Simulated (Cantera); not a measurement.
Feed: 1 mol B, 6.4 mol H2O, 12 mol N2, at 10000 Pa.

Cantera equilibrium calculation (NASA polynomials, part measured and part estimated; ideal gas, pure solids and liquids). Candidate condensed phases: B, BN, B2O3, B3O3H3, H2O; 39 gas species. Gases not in the tables: H3BO3. Kinetics and transport are ignored.

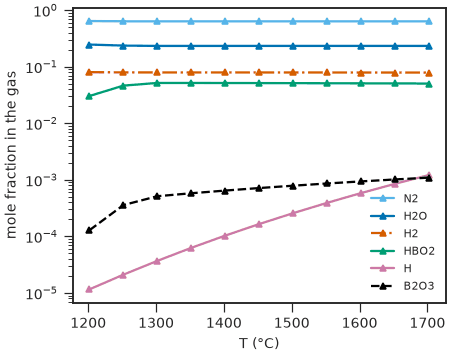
Fig. 1. Equilibrium gas composition (values under 1e-9 drawn at 1e-9)

From 1202 °C to 1252 °C the condensed part is B2O3(l). From 1302 °C to 1702 °C nothing is condensed.
